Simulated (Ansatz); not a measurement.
**Fields on a plane of BP (zinc blende)**

```
BP
1.0
    0.00000     2.27414     2.27414
    2.27414     0.00000     2.27414
    2.27414     2.27414     0.00000
P B
1 1
Cartesian
  3.41121   3.41121   3.41121
  0.00000   0.00000   0.00000
```

The slice is a {110} plane (indices of the conventional cell) through the point (0.000, 0.000, 0.000) (fractional), spanned by u = [100] and v = [1 -1 -1] in vectors of this cell: u (3.22 Å) and v (4.55 Å, at 90° to u). It covers one period; positions are fractions (u, v).

Atoms on it: P at (0.50, 0.25); B at (0.00, 0.00).

Computed with PBE (plane waves to 420 eV, PAW, scalar-relativistic; Ansatz, a first-principles code). k mesh 12×12×12. These are valence fields of a PAW run, semicore shells included where kept as valence: close to a nucleus they are smooth pseudo fields. BP was relaxed with its symmetry unable to fall. The PAW data are Ansatz's earlier set.

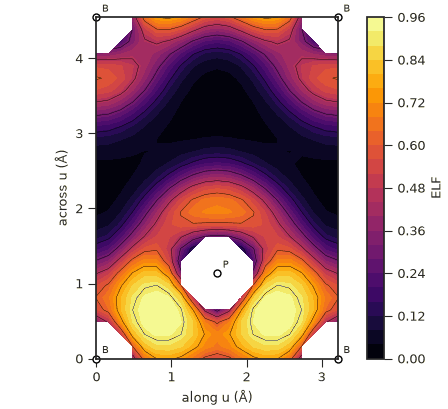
*Electron localisation function (ELF), one period of the plane, atoms marked. Points within 0.4 Å of a nucleus are left white, as the pseudised field means little there.*

```
|45897542222222457985|
|78997532211122357998|
|88876432111112346788|
|77664322111112234667|
|55543321111111233455|
|44332221111111222334|
|33322211111111122233|
|33322111111111112233|
|33322211111111122233|
|33332211111111122333|
|44332221111111222334|
|44333222111112223334|
|44433322222222233344|
|44444333322233334444|
|44444444433344444444|
|44445666554556665444|
|44456788765678876544|
|34456899854589986544|
|33456899732379986543|
|33346787410147876433|
|33344665200025664433|
|44334443200023444334|
|55433333222223333345|
|77543333444443333457|
|88754333455543334578|
|77765333444443335677|
|45776433333333346775|
|24787533222223357874|
```
Scale: ten equal steps from 0.004 (start of '0') to 0.198 (end of '9'), in the order '0123456789'. Values: density of the lowest conduction band (whole band as if filled, smooth part) in e/Å³. The map has 20 points along u (one character each, u = 0 at the left) and 28 along v (v = 0 in the bottom row). 

* **Density on the P–B line (1.97 Å) at its midpoint**: 0.89 e/Å³
* **ELF at that point**: 1.0
* **ELF maximum in the middle third of the P–B line**: 0.95, 0.9 Å from P
